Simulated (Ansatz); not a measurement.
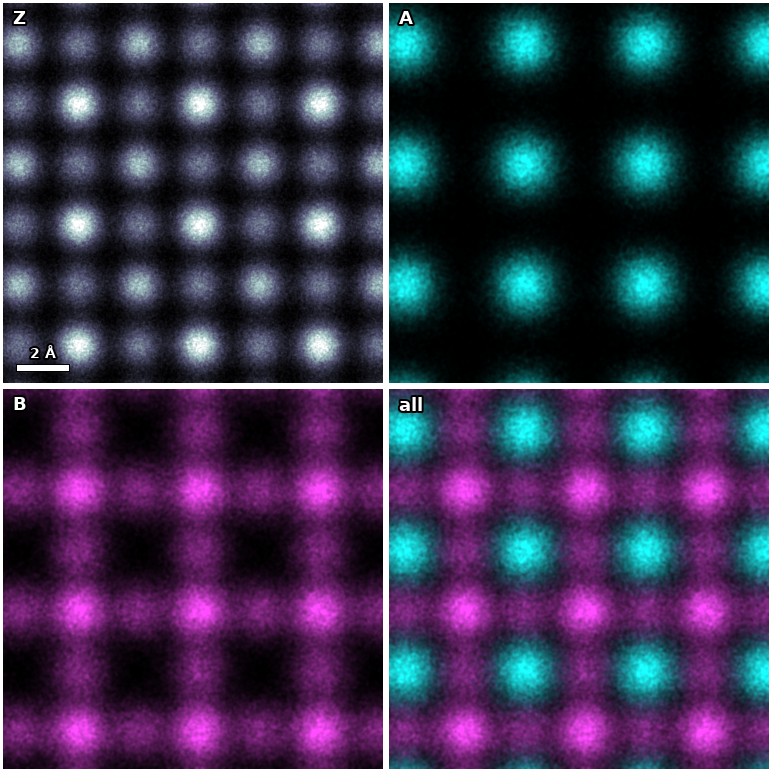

CaS₄ (Pm-3m, No. 221) along [001]. Panel Z: Simulated incoherent Z contrast: every atom adds Z^1.7 spread by a probe of 1.30 Å full width; channelling and multiple scattering are left out. Shot noise was added. The other panels are simulated element maps (the number of atoms of one element along the beam, blurred by 1.7 Å, with counting noise; each on its own scale, no channelling); the last overlays them. Atomic positions: coordinates from a relaxation with Ansatz, DFT PBE, scalar-relativistic, plane waves, PAW; the starting structure was generated, so it need not be a known form of this composition.

```cif
data_structure
_symmetry_space_group_name_H-M 'P 1'
_symmetry_Int_Tables_number 1
_cell_length_a 4.6450
_cell_length_b 4.6450
_cell_length_c 4.6450
_cell_angle_alpha 90.000
_cell_angle_beta 90.000
_cell_angle_gamma 90.000
_cell_volume 100.22
loop_
_atom_site_label
_atom_site_type_symbol
_atom_site_fract_x
_atom_site_fract_y
_atom_site_fract_z
_atom_site_occupancy
Ca1 Ca 0.50000 0.50000 0.50000 1
S1 S 0.50000 0.00000 0.00000 1
S2 S 0.00000 0.50000 0.00000 1
S3 S 0.00000 0.00000 0.50000 1
S4 S 0.00000 0.00000 0.00000 1
```

Q: Which element does each lettered map show?

A: Ca, B: S. The projected cell (4.65 × 4.65 Å, 90°) holds 4 columns: 3 of S and 1 of Ca. No column is shared by two of the mapped elements.
